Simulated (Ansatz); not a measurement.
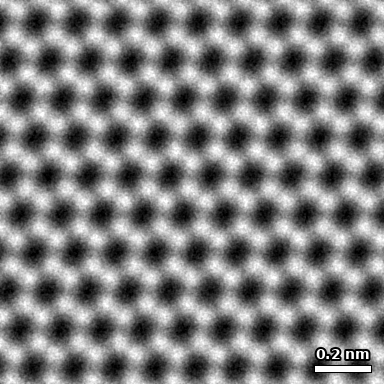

Integrated-DPC-like image of C. Simulated as the projected potential of neutral atoms (B = 0.8 Å²) blurred by a 0.50 Å probe, the thin-sample limit of integrated differential phase contrast. Shot noise was added.

Question: What two-dimensional lattice does the image show, and how large is its cell?

Answer: The pattern repeats on a centred rectangular net of 1.7 × 2.4 Å.

Question: What is the plane group of the image?

Answer: c2mm: perpendicular mirror lines on a centred net, with further twofold points between them.

Question: How many columns does the smallest repeating cell hold, and how many levels of brightness?

Answer: 2 columns in the primitive cell of 2.1 Å², all of one brightness.

The crystal is C (P6_3/mmc, No. 194) seen along [421]. Structure: the input geometry of an electronic-structure calculation (not necessarily at equilibrium); the starting structure was generated, so it need not be a known form of this composition.
